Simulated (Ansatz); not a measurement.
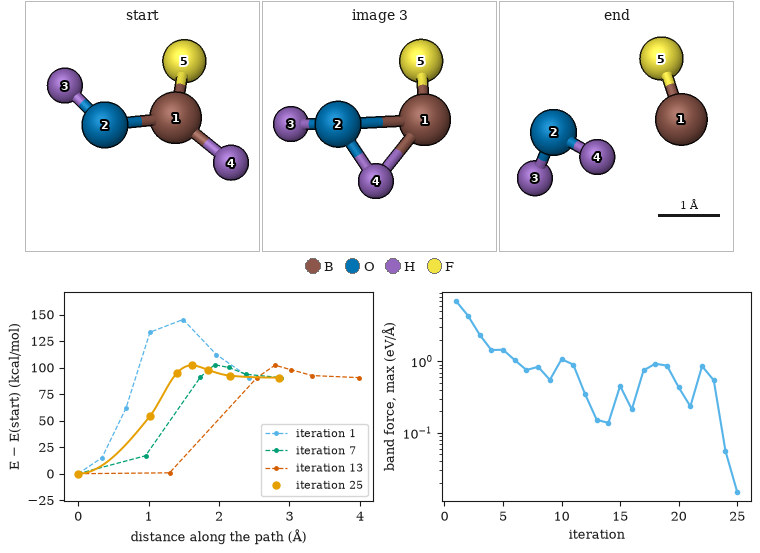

NEB run on BH$_{2}$OF. Images are numbered from 0 (start) to 6 (end). The plot follows the band through its iterations. Style: ball-and-stick. Shown from a free direction.

All numbers below come from RKS PBE-D4/def2-SVP (Ansatz 0.2.0). Set-up: 5 movable images; climbing image; force threshold 0.03 eV/Å; iteration limit 60; starting path through a guess of the saddle point.

How did the profile develop, and is the result final?

The run is converged, with reservations. The band converged in 25 iterations. The largest component of the band force went from 6.9 to 0.015 eV/Å. The climbing image converged on the top of the path. Its curvatures weren't checked. The first iteration put the highest image at 145.3 kcal/mol. The energy climbs by 102.1 kcal/mol to image 3 and then falls by 11.6 kcal/mol, so the end point sits at +90.5 kcal/mol.

The run took 45 s on 1 thread of Intel(R) Xeon(R) Platinum 8559C (Emerald Rapids), on a shared host, peak memory 0.12 GiB.
